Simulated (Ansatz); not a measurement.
What F → I does to YSF

Take YSF (space group P4/nmm, No. 129; a = 3.777 Å, c = 6.821 Å; a cell from a computed database, its experimental status unchecked) as the base.

Perturbation: full substitution F → I; the structure is relaxed again.

Computed with Ansatz (a first-principles code) r2SCAN, scalar-relativistic without spin-orbit coupling. Settings: 7×7×5 k-points, 0.05 eV Fermi–Dirac smearing, for the changed cell.

* **Density**: 4.83 g/cm³ (base 4.78 g/cm³)
* **c/a ratio**: 1.540 (base 1.806)
* **Shortest interatomic distance**: 254.6 pm (base 244.2 pm)
* **Band gap**: 1.46 eV (base 1.77 eV)
* **Gap character**: indirect, A → Γ (base direct at Γ)
* **Smallest direct gap**: 2.25 eV (base 1.77 eV)
* **Width of the top valence band**: 1.52 eV (base 1.34 eV)
* **Electron mass**: 0.52 mₑ (at Γ) (base 0.96 mₑ along c, 0.31 mₑ across (at Γ))

Final structure:

```
CELL_PARAMETERS angstrom
      4.80208     0.00000     0.00000
      0.00000     4.80208     0.00000
      0.00000     0.00000     7.39452
ATOMIC_POSITIONS crystal
  Y  0.00000 0.50000 0.28778
  Y  0.50000 0.00000 0.71222
  S  0.00000 0.50000 0.63210
  S  0.50000 0.00000 0.36790
  I  0.00000 0.00000 0.00000
  I  0.50000 0.50000 0.00000
```

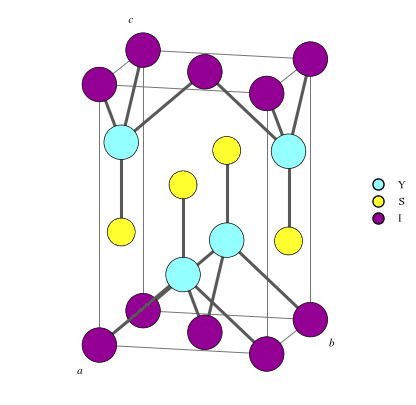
Fig. 1. The relaxed conventional cell after the change

With I present, leaving out spin-orbit coupling can change the band edges. Effective masses come from finite differences of ±0.01 Å⁻¹. Stability against distortions was not tested. As relaxed here, YSI is a hypothetical phase, not in the database extracts checked.
